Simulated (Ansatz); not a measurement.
The calculation's input:

```
crystal:
  periodic: [false, false, false]
  atoms:
    - {symbol: N, position_ang: [0.433082, -2.238241, 1.225315]}
    - {symbol: O, position_ang: [-0.460367, -1.701703, 2.523742]}
    - {symbol: Si, position_ang: [-1.077826, -3.086058, 1.506063]}
    - {symbol: Si, position_ang: [0.640535, -0.545104, 1.638358]}
basis:
  gaussian:
    orbitals: def2-TZVPD
total_charge: 1
magnetization:
  spin_polarized: false
  initial_magnetization: 0
hamiltonian:
  xc: {name: PBE0}
output: {forces: true, orbitals: {seedname: orbitals}}
```

Launched as:

```sh
ansatz run input.yaml --threads 1 --pin off --max-ram 2610MiB --events-out events.jsonl --progress --plain --runs-dir runs
```

Geometry: PBE0-D3(BJ)/def2-SVP.

The calculation used Ansatz, isolated molecule in a Gaussian basis; Kohn-Sham density functional theory, functional PBE0.

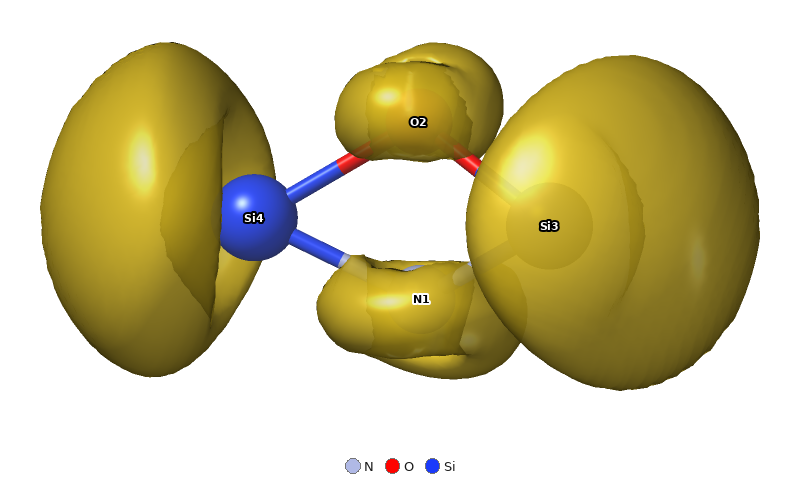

NOSi2 (charge +1). Isosurface of the ELF at 0.8 (yellow), seen at a tilt. Core shells and regions of very low density are left out.

Question: Describe the localisation domains.

Answer: At this value the surface marks out two lobes on Si, pointing away from the bonds (lone pairs), one region wrapped around N (its valence shell) and one region wrapped around O (its lone pairs, merged into a ring or cap). Profiles from the grid: Si–N (1.76 Å): the ELF peaks at about 0.90 between the atoms; a polar covalent bond. Si–O (1.83 Å): the ELF peaks at about 0.80 between the atoms; a polar covalent bond.
